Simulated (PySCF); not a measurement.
# Excited-state calculation of C4H9BN2

The run: excited-state calculation of C4H9BN2. Method and program: TDDFT wB97X-D/def2-SVPD, vertical, gas phase, core orbitals frozen in the response (PySCF 2.14.0).

The geometry comes from this level: PBE0-D3(BJ)/def2-SVP. It belongs to a series of runs on one base structure; here: constitutional isomer.

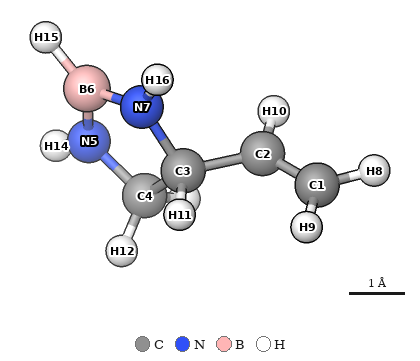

Fig. 1: The structure (ball-and-stick view, seen at a tilt; atoms are numbered from 1 in the order of the input).

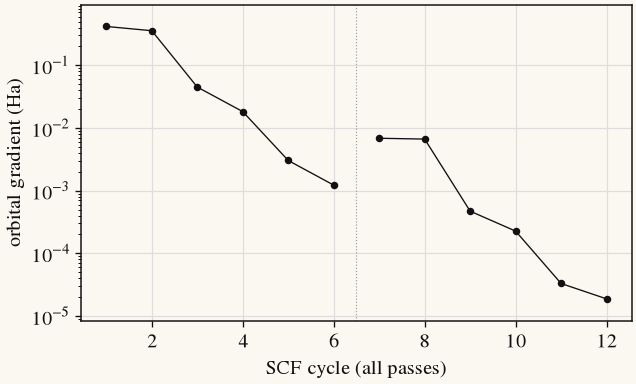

Fig. 2: Convergence of the self-consistent field: orbital gradient against the SCF cycle. The dotted line marks the change from a coarse to the final integration grid. The first 6 cycles use a coarse grid, the final grid takes over at cycle 7, and the field converges after 12 cycles in all.

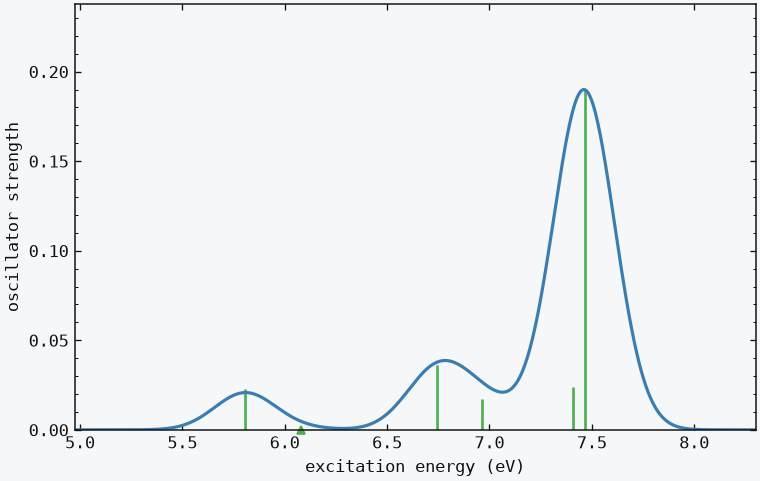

Fig. 3: Computed excitations as sticks (degenerate states added up, dark ones marked on the axis), with a Gaussian envelope of 0.35 eV full width at half maximum, scaled to the tallest. Of the 6 states the lowest lies at 5.81 eV (f = 0.023); the strongest line is at 7.47 eV, or 166 nm (f = 0.190).

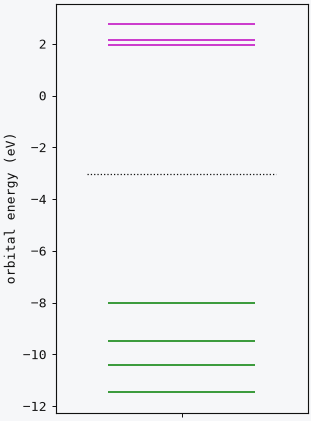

Fig. 4: Orbital energies near the frontier; the dotted line parts filled from empty levels, and levels within 0.02 eV of each other stand side by side. Highest filled −8.03 eV, lowest empty 1.94 eV, 9.97 eV apart.

These pictures come from the run below.

**Input file**
```
{"job": {"kind": "uv", "xc": "wB97X-D", "basis": "def2-SVPD", "dynamic": true, "nstates": 6, "ntriplets": 0}, "charge": 0, "multiplicity": 1}
C      2.517057    -0.842202     0.213097
C      1.382250    -0.390819    -0.320907
C      0.157727    -0.023139     0.467047
C     -1.105393    -0.817419     0.013449
N     -2.028056     0.188029    -0.467907
B     -1.504169     1.490297    -0.311505
N     -0.219333     1.367739     0.267561
H      3.388061    -1.091849    -0.398709
H      2.614078    -0.981895     1.295286
H      1.297745    -0.252137    -1.406993
H      0.365973    -0.230804     1.533417
H     -1.518374    -1.397224     0.858496
H     -0.836414    -1.550288    -0.769662
H     -2.931714    -0.087302    -0.817771
H     -2.053236     2.520072    -0.614207
H      0.455330     2.087608     0.473757
```

The first line tells a small driver script what to run in PySCF; the rest is the geometry in Å.

Command:
```bash
OMP_NUM_THREADS=1 python <driver script> task.json out
```

**What the program printed**
```
coarse grid: 13136 points
cycle   1  E = -291.8642595137  dE =  1.089e+00  |g| = 4.173e-01  |ddm| = 6.224e+00
cycle   2  E = -291.8843574300  dE = -2.010e-02  |g| = 3.570e-01  |ddm| = 1.264e+00
cycle   3  E = -291.9103213998  dE = -2.596e-02  |g| = 4.499e-02  |ddm| = 5.385e-01
cycle   4  E = -291.9108389141  dE = -5.175e-04  |g| = 1.825e-02  |ddm| = 1.498e-01
cycle   5  E = -291.9109270387  dE = -8.812e-05  |g| = 3.029e-03  |ddm| = 5.353e-02
cycle   6  E = -291.9109300664  dE = -3.028e-06  |g| = 1.225e-03  |ddm| = 1.542e-02
final grid: 126376 points
cycle   7  E = -291.9519693559  dE = -8.044e-05  |g| = 6.857e-03  |ddm| = 1.953e-01
cycle   8  E = -291.9519710010  dE = -1.645e-06  |g| = 6.653e-03  |ddm| = 2.821e-02
cycle   9  E = -291.9519798495  dE = -8.849e-06  |g| = 4.704e-04  |ddm| = 8.306e-03
cycle  10  E = -291.9519799175  dE = -6.795e-08  |g| = 2.260e-04  |ddm| = 3.472e-03
cycle  11  E = -291.9519799336  dE = -1.610e-08  |g| = 3.297e-05  |ddm| = 8.989e-04
cycle  12  E = -291.9519799341  dE = -5.715e-10  |g| = 1.873e-05  |ddm| = 2.784e-04
converged SCF energy = -291.9519799341

Static polarisability (au): isotropic 76.584, principal 61.567 70.132 98.052

Singlet excitations
state   eV       nm        f      main configurations
  1   5.8063    213.5   0.02300   H->L 0.94
  2   6.0772    204.0   0.00106   H->L+1 0.88
  3   6.7414    183.9   0.03646   H->L+3 0.44, H->L+2 0.37, H->L+6 0.13
  4   6.9636    178.0   0.01700   H->L+4 0.44, H->L+5 0.27
  5   7.4059    167.4   0.02370   H->L+4 0.31, H->L+5 0.23, H->L+2 0.23
  6   7.4676    166.0   0.18998   H->L+6 0.43, H-1->L 0.20, H->L+3 0.17
```

**Key numbers**

- outcome: converged
- total energy: −291.951980 hartree
- HOMO: −8.03 eV
- LUMO: 1.94 eV
- dipole moment: 1.07 D
- mean polarisability: 76.58 a.u.
- lowest excitation: 5.81 eV
- hardware: 1 CPU thread, shared host
- wall time: 92 s
- peak memory: 0.95 GiB
